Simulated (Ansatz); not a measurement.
```
Zr Hf S
1.0
     3.66017    0.00000    0.00000
    -1.83008    3.16980    0.00000
     0.00000    0.00000   27.33459
Zr Hf S
1 3 8
Direct
  0.00000 0.00000 0.50000
  0.00000 0.00000 0.74943
  0.00000 0.00000 0.00000
  0.00000 0.00000 0.25057
  0.33333 0.66667 0.80221
  0.33333 0.66667 0.05278
  0.33333 0.66667 0.30335
  0.33333 0.66667 0.55340
  0.66667 0.33333 0.94722
  0.66667 0.33333 0.19779
  0.66667 0.33333 0.44660
  0.66667 0.33333 0.69665
```

Space group P-3m1; a structure generated by program, which may or may not match a known phase.

These are results of Ansatz, DFT PBE, scalar-relativistic, plane waves, PAW, not measurements.

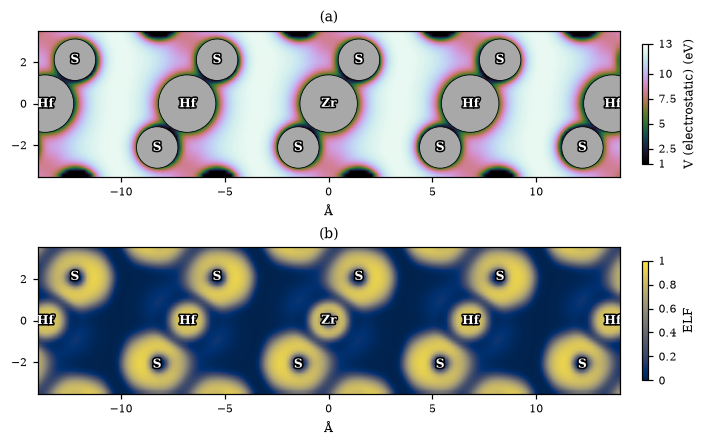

Hf3ZrS8. (a) electrostatic potential (local pseudopotential plus Hartree) felt by an electron; (b) ELF on the (110) plane of the conventional cell. Grey discs cover the atomic cores in the potential map.

In a PAW calculation such maps are meaningful between the atoms, not at the nuclei.

**What does the map show?**

- The plane passes through Zr, Hf and S nuclei.
- Hf–S (2.56 Å): the ELF peaks at about 0.85 in the valence shell of S, 0.8 Å from its nucleus, and is about 0.40 at the midpoint.
- Zr–S (2.57 Å): the ELF peaks at about 0.85 in the valence shell of S, 0.8 Å from its nucleus, and is about 0.40 at the midpoint.
- The features right at Zr and Hf lie inside the PAW spheres, where the map follows smoothed inner orbitals and isn't to be read closely.
- Outside the cores the potential energy rises away from the atoms and is highest about 2.2 Å from the nearest atoms; its zero is arbitrary.
